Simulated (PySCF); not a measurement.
# Excited-state calculation, with input and output: BH5S

- system: BH5S
- method: ADC(2)/ANO-RCC-VDZ, RHF, sfX2C (PySCF 2.14.0)

The geometry comes from this level: PBE0-D4/def2-TZVP.

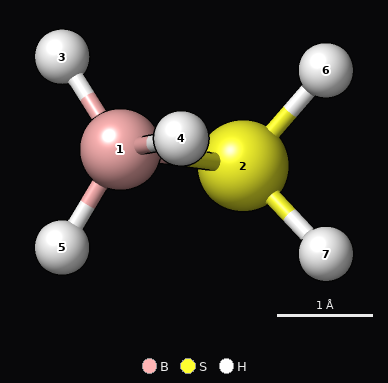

*The structure (ball-and-stick view, seen at a tilt; atoms are numbered from 1 in the order of the input).*

Bond lengths as drawn: B–H 1.20 to 1.21 Å, B–S 1.98 Å and H–S 1.35 Å.

Summary:

- outcome: converged
- SCF energy: −426.118178 hartree
- correlation energy: −0.121258 hartree
- basis functions: 32
- HOMO of the SCF reference: −11.79 eV
- LUMO of the SCF reference: 1.55 eV
- lowest excitation: 7.17 eV
- hardware: 1 thread of AMD EPYC 7571, 16 GiB of memory available, shared host
- wall time: 4.5 s
- peak memory: 0.13 GiB

Input (input.py):
```python
from pyscf import gto, adc

mol = gto.M(
    atom='''
B       -0.525600      -0.461500      -0.504300
S        0.568600       0.977600       0.290900
H       -1.623200       0.036400      -0.431500
H       -0.344400      -1.447600       0.159700
H       -0.075400      -0.482100      -1.624500
H        0.286000       0.903800       1.604900
H        1.775400       0.405500       0.458900
''',
    max_memory=1860,
    basis='ano-rcc-vdz',
    spin=0,
    charge=0,
    verbose=3,
)

hf = mol.RHF()
hf = hf.x2c()
hf.conv_tol = 1e-10
hf.kernel()
if not hf.converged:
    hf = hf.newton().run(hf.mo_coeff, hf.mo_occ)

myadc = adc.ADC(hf, frozen=6)
myadc.method = 'adc(2)'

myadc.method_type = 'ee'
e, vec, osc, x = myadc.kernel(nroots=3)

roots = e * 27.211386
print('root  energy (eV)  strength')
for i, (w, f) in enumerate(zip(roots, osc), 1):
    print('%3d %10.4f %10.5f' % (i, w, f))
```

Run as:
```bash
OMP_NUM_THREADS=1 python input.py
```

What the program printed:
```
converged SCF energy = -426.118177782998
MP2 correlation energy of reference state (a.u.) = -0.12125841
root  energy (eV)  strength
  1     7.1683    0.00825
  2     7.8327    0.00907
  3     7.9500    0.00055
```

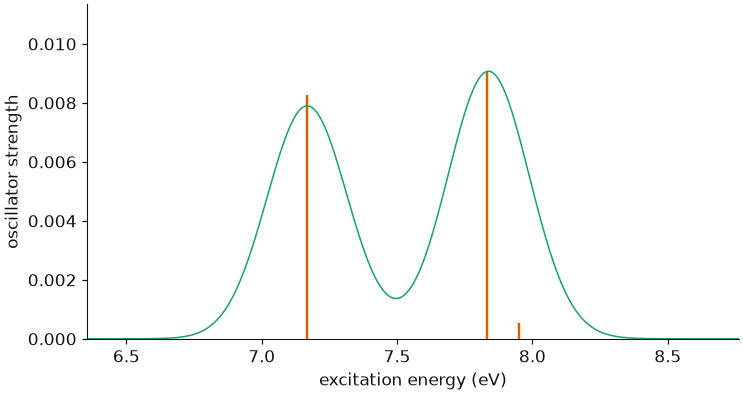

*Computed excitations as sticks (degenerate states added up, dark ones marked on the axis), with a Gaussian envelope of 0.35 eV full width at half maximum, scaled to the tallest.*

Of the 3 states the lowest lies at 7.17 eV (f = 0.008); the strongest line is at 7.83 eV, or 158 nm (f = 0.009).

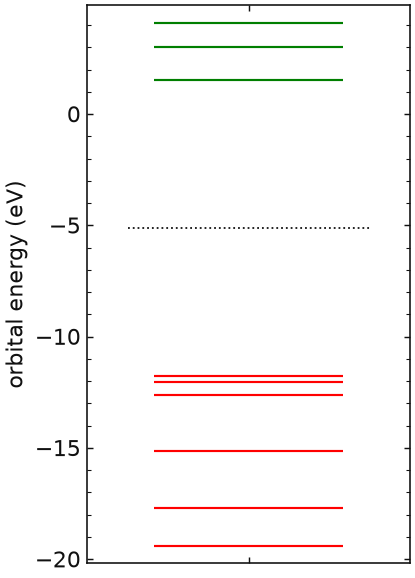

*Orbital energies near the frontier (SCF reference); the dotted line parts filled from empty levels, and levels within 0.02 eV of each other stand side by side.*

Highest filled −11.79 eV, lowest empty 1.55 eV, 13.34 eV apart.
